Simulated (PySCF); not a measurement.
Property calculation of GaBH4O

System: GaBH4O, SMILES B[O][GaH2].
Method: r2SCAN/def2-TZVP, RKS (PySCF 2.14.0).

The geometry comes from this level: GFN2-xTB.

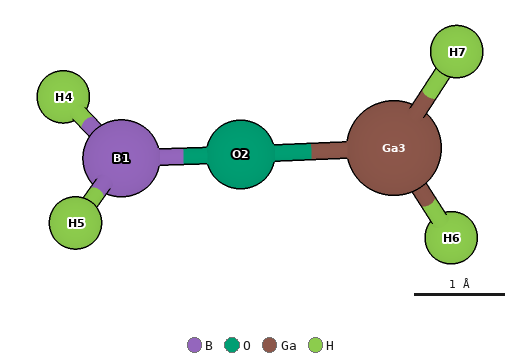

Figure 1. The structure (ball-and-stick view, seen at a tilt; atoms are numbered from 1 in the order of the input). Sticks mark near contacts.

Input file (calc.py):
```python
import numpy
from pyscf import gto, scf, dft, lo

mol = gto.Mole()
mol.atom = [
    ('B', (-1.175600, 0.053230, -0.972240)),
    ('O', (-0.139280, 0.022360, -0.131330)),
    ('Ga', (1.181600, -0.043570, 0.969890)),
    ('H', (-1.932940, -0.849740, -0.994720)),
    ('H', (-1.322890, 0.981270, -1.684200)),
    ('H', (0.933020, 0.583150, 2.359830)),
    ('H', (2.456080, -0.746700, 0.452770)),
]
mol.spin = 0
mol.verbose = 3
mol.max_memory = 1860
mol.basis = 'def2-tzvp'
mol.build()

mf = dft.RKS(mol, xc='r2scan')
mf.grids.level = 2
mf.conv_tol = 1e-10
mf.kernel()
if not mf.converged:
    mf = mf.newton().run(mf.mo_coeff, mf.mo_occ)

etot = mf.e_tot
print(f'total energy: {etot:.8f} hartree')
mf.analyze()
quad = mf.quad_moment()
occ = mf.mo_coeff[:, mf.mo_occ > 0]
iaos = lo.vec_lowdin(lo.iao.iao(mol, occ), mf.get_ovlp())
c = iaos.T @ mf.get_ovlp() @ occ
pop_iao, q_iao = scf.hf.mulliken_pop(lo.iao.reference_mol(mol), (c * mf.mo_occ[mf.mo_occ > 0]) @ c.T, numpy.eye(c.shape[0]), verbose=0)
print('IAO charges', numpy.round(q_iao, 4))
```

Machine: 1 thread of Intel Xeon @ 2.50GHz (Skylake/Cascade Lake), 189 GiB of memory available, shared host.

Command:
```bash
OMP_NUM_THREADS=1 python calc.py
```

Log:
```
converged SCF energy = -2027.34052375474
total energy: -2027.34052375 hartree
**** MO energy ****
MO #1   energy= -371.99773444244   occ= 2
MO #2   energy= -45.743377219966   occ= 2
MO #3   energy= -40.4678204626731  occ= 2
MO #4   energy= -40.4629809264627  occ= 2
MO #5   energy= -40.4629313702737  occ= 2
MO #6   energy= -18.9618753847619  occ= 2
MO #7   energy= -6.63532661054379  occ= 2
MO #8   energy= -5.45453471644535  occ= 2
MO #9   energy= -3.72654211960609  occ= 2
MO #10  energy= -3.71537380521397  occ= 2
MO #11  energy= -3.71334216447498  occ= 2
MO #12  energy= -0.965271356837526 occ= 2
MO #13  energy= -0.771120372302286 occ= 2
MO #14  energy= -0.767497496568218 occ= 2
MO #15  energy= -0.764938957656572 occ= 2
MO #16  energy= -0.762371787979777 occ= 2
MO #17  energy= -0.761552412519431 occ= 2
MO #18  energy= -0.519206430869765 occ= 2
MO #19  energy= -0.408643562464519 occ= 2
MO #20  energy= -0.374651422756386 occ= 2
MO #21  energy= -0.361631862104441 occ= 2
MO #22  energy= -0.353333662753357 occ= 2
MO #23  energy= -0.284413532845893 occ= 2
MO #24  energy= -0.248307289237907 occ= 2
MO #25  energy= -0.0682928569367347 occ= 0
MO #26  energy= -0.0294242616825509 occ= 0
MO #27  energy= 0.00390706355487351 occ= 0
MO #28  energy= 0.0352959692018399 occ= 0
MO #29  energy= 0.0978192513541886 occ= 0
MO #30  energy= 0.117825290616242  occ= 0
MO #31  energy= 0.12007439594286   occ= 0
MO #32  energy= 0.137427044793799  occ= 0
MO #33  energy= 0.158377754582787  occ= 0
MO #34  energy= 0.162334320226035  occ= 0
MO #35  energy= 0.183624044876261  occ= 0
MO #36  energy= 0.197555132098688  occ= 0
MO #37  energy= 0.214360103727552  occ= 0
MO #38  energy= 0.226685806747029  occ= 0
MO #39  energy= 0.251724361790199  occ= 0
MO #40  energy= 0.272870951183455  occ= 0
MO #41  energy= 0.308107621024119  occ= 0
MO #42  energy= 0.321069855897386  occ= 0
MO #43  energy= 0.340311449569446  occ= 0
MO #44  energy= 0.351888104391171  occ= 0
MO #45  energy= 0.381165690720991  occ= 0
MO #46  energy= 0.419362480819395  occ= 0
MO #47  energy= 0.449257913786477  occ= 0
MO #48  energy= 0.459099935464561  occ= 0
MO #49  energy= 0.485364737850432  occ= 0
MO #50  energy= 0.558752989624666  occ= 0
MO #51  energy= 0.574670339131987  occ= 0
MO #52  energy= 0.642098545255197  occ= 0
MO #53  energy= 0.668561949589715  occ= 0
MO #54  energy= 0.677351495365982  occ= 0
MO #55  energy= 0.708365343225699  occ= 0
MO #56  energy= 0.75404554412158   occ= 0
MO #57  energy= 0.779063025318998  occ= 0
MO #58  energy= 0.784374007083952  occ= 0
MO #59  energy= 0.837112493530168  occ= 0
MO #60  energy= 0.856195964456293  occ= 0
MO #61  energy= 0.860758534018231  occ= 0
MO #62  energy= 0.86349737125544   occ= 0
MO #63  energy= 0.89251113026703   occ= 0
MO #64  energy= 0.932016714767348  occ= 0
MO #65  energy= 0.953759652310521  occ= 0
MO #66  energy= 0.957526078464048  occ= 0
MO #67  energy= 0.979028737065233  occ= 0
MO #68  energy= 1.04453666242558   occ= 0
MO #69  energy= 1.09456635050638   occ= 0
MO #70  energy= 1.11877980112245   occ= 0
MO #71  energy= 1.1646868953277    occ= 0
MO #72  energy= 1.18497196968019   occ= 0
MO #73  energy= 1.28481090426294   occ= 0
MO #74  energy= 1.38658511974293   occ= 0
MO #75  energy= 1.4219254426959    occ= 0
MO #76  energy= 1.53508961097042   occ= 0
MO #77  energy= 1.63117159459309   occ= 0
MO #78  energy= 1.65112512645448   occ= 0
MO #79  energy= 1.68358675132912   occ= 0
MO #80  energy= 1.6873619914421    occ= 0
MO #81  energy= 1.77468927648547   occ= 0
MO #82  energy= 1.78838524163526   occ= 0
MO #83  energy= 1.84173619770132   occ= 0
MO #84  energy= 1.84613219269955   occ= 0
MO #85  energy= 1.88678365577271   occ= 0
MO #86  energy= 1.91866144334458   occ= 0
MO #87  energy= 1.9770194124424    occ= 0
MO #88  energy= 1.99910277548087   occ= 0
MO #89  energy= 2.00267586930251   occ= 0
MO #90  energy= 2.03622845919981   occ= 0
MO #91  energy= 2.1203691632392    occ= 0
MO #92  energy= 2.21374773516455   occ= 0
MO #93  energy= 2.26650007671215   occ= 0
MO #94  energy= 2.28440480226578   occ= 0
MO #95  energy= 2.295712154303     occ= 0
MO #96  energy= 2.30334767568656   occ= 0
MO #97  energy= 2.33407789276907   occ= 0
MO #98  energy= 2.39911995289231   occ= 0
MO #99  energy= 2.41403944169323   occ= 0
MO #100 energy= 2.43943045720534   occ= 0
MO #101 energy= 2.47789111930094   occ= 0
MO #102 energy= 2.55338282530654   occ= 0
MO #103 energy= 2.55836226489925   occ= 0
MO #104 energy= 2.68155419911553   occ= 0
MO #105 energy= 2.72517685721259   occ= 0
MO #106 energy= 2.73924593346812   occ= 0
MO #107 energy= 2.86736015884763   occ= 0
MO #108 energy= 2.89281180446068   occ= 0
MO #109 energy= 2.91307670957402   occ= 0
MO #110 energy= 3.04343409603946   occ= 0
MO #111 energy= 3.05125234525638   occ= 0
MO #112 energy= 3.0916029107822    occ= 0
MO #113 energy= 3.23667833896298   occ= 0
MO #114 energy= 3.40630917861539   occ= 0
MO #115 energy= 3.48062454370297   occ= 0
MO #116 energy= 3.50776303570623   occ= 0
MO #117 energy= 3.53395517086539   occ= 0
MO #118 energy= 3.66855867334203   occ= 0
MO #119 energy= 3.96990858923836   occ= 0
MO #120 energy= 5.22673826503947   occ= 0
MO #121 energy= 5.22742193546105   occ= 0
MO #122 energy= 5.34367538975208   occ= 0
MO #123 energy= 5.41725002362117   occ= 0
MO #124 energy= 5.55402482017478   occ= 0
MO #125 energy= 5.81899200125535   occ= 0
MO #126 energy= 5.95556404137913   occ= 0
MO #127 energy= 6.07457136057944   occ= 0
MO #128 energy= 6.40910015589176   occ= 0
MO #129 energy= 6.46876346752622   occ= 0
MO #130 energy= 6.94198707836138   occ= 0
MO #131 energy= 6.94498332780772   occ= 0
MO #132 energy= 7.33834733135856   occ= 0
MO #133 energy= 15.0049350757885   occ= 0
MO #134 energy= 43.7267956459461   occ= 0
 ** Mulliken atomic charges  **
charge of    0B =      0.13435
charge of    1O =     -0.50020
charge of    2Ga =      0.54208
charge of    3H =     -0.01753
charge of    4H =     -0.01701
charge of    5H =     -0.07086
charge of    6H =     -0.07083
Dipole moment(X, Y, Z, Debye):  1.16835, -0.02924,  0.95399
Traceless quadrupole moment (Debye*A):

IAO charges [ 0.1633 -0.5476  0.7216 -0.0255 -0.0249 -0.1435 -0.1435]
```

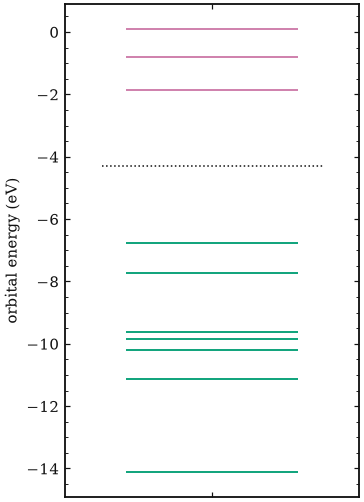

Figure 2. Orbital energies near the frontier; the dotted line parts filled from empty levels, and levels within 0.02 eV of each other stand side by side. Highest filled −6.76 eV, lowest empty −1.86 eV, 4.90 eV apart.

Summary:

```csv
quantity,value
outcome,converged
total energy,−2027.340524 hartree
basis functions,134
HOMO,−6.76 eV
LUMO,−1.86 eV
dipole moment,1.51 D
wall time,30 s
peak memory,0.77 GiB
```
